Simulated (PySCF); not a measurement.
**Geometry relaxation, with input and output: NH$_{3}$**

The run: geometry relaxation of NH$_{3}$. Method and program: RKS PBE0-D4/def2-TZVP, density fitting (PySCF 2.14.0).

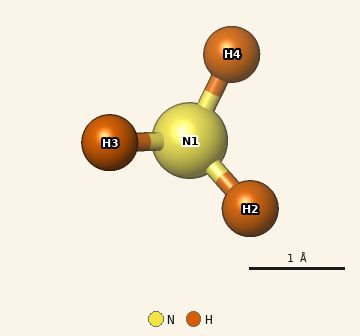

*The structure as given in the input (ball-and-stick view, seen at a tilt; atoms are numbered from 1 in the order of the input).*

Bond lengths as drawn: H–N 1.01 to 1.02 Å.

### Summary

| quantity | value |
| --- | --- |
| outcome | converged |
| total energy | −1537.8094 eV |
| largest force (length of the vector) at the end | 0.008 eV/Å |
| hardware | 4 threads of Intel Xeon, 15 GiB of memory available, shared host |
| wall time | 2.6 s (CPU time 7.6 s) |
| peak memory | 0.51 GiB |

### The input
```python
import json, numpy as np
from pyscf import gto, scf, dft, mp, cc
EV, BOHR = 27.211386245988, 0.529177210903
mol = gto.M(atom="""
N 0.641999 -0.190585 -0.400928
H 0.985005 -1.145474 -0.385573
H 1.100937 0.333260 0.340543
H 0.882149 0.229535 -1.292849
""", basis="def2-tzvp", charge=0, spin=0, max_memory=7225, verbose=0)
def mean_field(mol, dm=None):
    mf = dft.RKS(mol, xc="pbe0").density_fit()
    mf.conv_tol = 1e-9; mf.grids.level = 4
    mf.kernel(dm0=dm)
    if not mf.converged: mf = mf.newton().run(mf.mo_coeff, mf.mo_occ)
    assert mf.converged
    return mf
def d4(mol):
    from pyscf.dispersion.dftd4 import DFTD4Dispersion
    real = gto.M(atom=[(mol.atom_pure_symbol(i), mol.atom_coord(i)) for i in range(4)], unit='B', charge=mol.charge, spin=None, basis='def2-svp', verbose=0)
    r = DFTD4Dispersion(real, xc="pbe0", atm=True).get_dispersion(grad=True); return r["energy"], r["gradient"]
def energy_and_gradient(mol, dm=None):
    mf = mean_field(mol, dm); e, g = d4(mol)
    return mf, (mf.e_tot + e) * EV, (mf.nuc_grad_method().kernel()[:4] + g) * EV / BOHR
out = {}
# rational-function steps on a BFGS-updated Hessian; the first Hessian (eV/A^2) comes from GFN2-xTB
H = np.load("h0.npy"); x = mol.atom_coords(unit="A").ravel(); dm = old = None; trust = 0.2; steps = []
for it in range(90):
    mol.set_geom_(x.reshape(-1, 3), unit="A"); mf, e, g = energy_and_gradient(mol, dm); g = g.ravel(); dm = mf.make_rdm1()
    print(f"relax step {it + 1}: E = {e:.6f} eV, largest force component {abs(g).max():.4f} eV/A", flush=True); steps.append([e, x.reshape(-1, 3).tolist(), (-g).reshape(-1, 3).tolist()])
    if abs(g).max() < 0.008: out['converged'] = True; break
    if old is not None:
        s, z = x - old[0], g - old[1]
        if s @ z > 1e-8: H = H + np.outer(z, z) / (s @ z) - np.outer(H @ s, H @ s) / (s @ H @ s)
        trust = max(0.03, trust / 2) if e > old[2] + 1e-4 else min(0.35, trust * 1.3)
    w, V = np.linalg.eigh(H); w = np.maximum(abs(w), 0.08); f = V.T @ g; M = np.diag(np.append(w, 0.0)); M[-1, :-1] = M[:-1, -1] = f
    dx = V @ (-f / (w - np.linalg.eigvalsh(M)[0])); big = np.linalg.norm(dx.reshape(-1, 3), axis=1).max(); dx *= min(1, trust / big)
    old = (x, g, e); x = x + dx
out.update(energy=e, forces=steps[-1][2], positions=steps[-1][1], steps=steps)
out['s2'] = mf.spin_square()[0]; out['nelec'] = mol.nelec
print(f"Total energy {out['energy']:.6f} eV, <S^2> {out['s2']:.4f}")
json.dump(out, open("out.json", "w"), default=float)
```

Launch command:
```bash
OMP_NUM_THREADS=4 python run.py
```

### The program's output
```
relax step 1: E = -1537.803732 eV, largest force component 0.2582 eV/A
relax step 2: E = -1537.809105 eV, largest force component 0.0636 eV/A
relax step 3: E = -1537.809355 eV, largest force component 0.0092 eV/A
relax step 4: E = -1537.809357 eV, largest force component 0.0062 eV/A
```

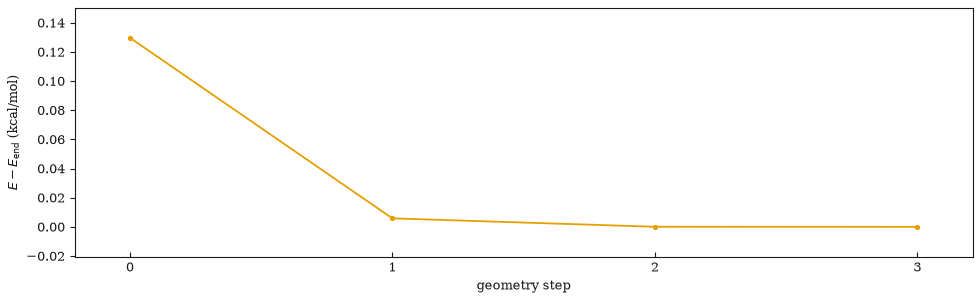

*Progress of the relaxation, step by step (the first geometry is step 0 here and step 1 in the log).*

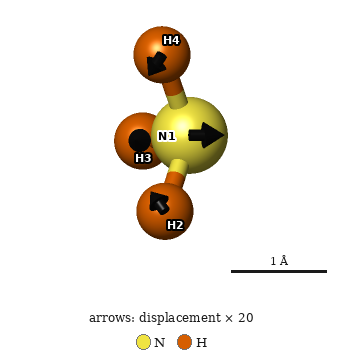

*The starting structure with the displacements as black arrows, magnified 20 times (ball-and-stick view, seen at an oblique angle). The two geometries are laid on each other by the best rigid fit.*

The energy falls by 0.13 kcal/mol in 3 geometry steps. Largest force component: 0.26 eV/Å at the start, 0.0062 eV/Å at the end. The largest move after the best rigid fit is that of N1, 0.019 Å. By element the largest moves are N 0.019 Å, H 0.015 Å. Among the contacts that change: N1–H3 1.017 → 1.012 Å. (Atoms are counted from 1 in the order of the input.)

```
Total energy -1537.809357 eV, <S^2> 0.0000
```

### Trajectory as extended XYZ (Å, eV, eV/Å), 4 frames, from step=1 to step=4
```
4
Properties=species:S:1:pos:R:3:forces:R:3 step=1 energy=-1537.80373
N     0.6420   -0.1906   -0.4009   -0.0400   0.0621   0.0963
H     0.9850   -1.1455   -0.3856    0.0315   0.2140  -0.0220
H     1.1009    0.3333    0.3405   -0.0458  -0.1754  -0.2582
H     0.8821    0.2295   -1.2928    0.0543  -0.1007   0.1839
4
Properties=species:S:1:pos:R:3:forces:R:3 step=2 energy=-1537.80911
N     0.6283   -0.1897   -0.3981   -0.0636  -0.0080  -0.0046
H     0.9898   -1.1350   -0.3869    0.0188   0.0153  -0.0021
H     1.1039    0.3268    0.3305    0.0244  -0.0015  -0.0053
H     0.8881    0.2247   -1.2843    0.0205  -0.0058   0.0119
4
Properties=species:S:1:pos:R:3:forces:R:3 step=3 energy=-1537.80936
N     0.6230   -0.1889   -0.3966    0.0084   0.0071   0.0092
H     0.9892   -1.1329   -0.3872   -0.0007  -0.0011  -0.0009
H     1.1099    0.3253    0.3275   -0.0068  -0.0053  -0.0072
H     0.8879    0.2236   -1.2825   -0.0009  -0.0006  -0.0011
4
Properties=species:S:1:pos:R:3:forces:R:3 step=4 energy=-1537.80936
N     0.6232   -0.1893   -0.3972   -0.0008  -0.0042  -0.0062
H     0.9908   -1.1328   -0.3872   -0.0010   0.0021   0.0006
H     1.1065    0.3256    0.3283    0.0025   0.0025   0.0034
H     0.8895    0.2238   -1.2825   -0.0007  -0.0003   0.0022
```
